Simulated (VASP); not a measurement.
Band structure of BN (hex). Level of theory: SCAN meta-GGA, VASP's PBE PAW potentials (set 64) (plane waves; VASP).

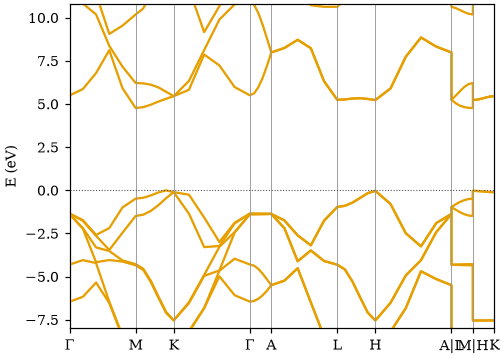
Figure: Bands along high-symmetry lines, zero at the valence-band maximum or, without a gap, the Fermi level

**Question.** Read the plot: is there a gap, and where are the band edges?

**Answer.** The gap is indirect, 4.77 eV, from the valence maximum at (0.36, 0.27, 0.00) to the conduction minimum at M.

The compound is BN in the hex structure. It was relaxed first.
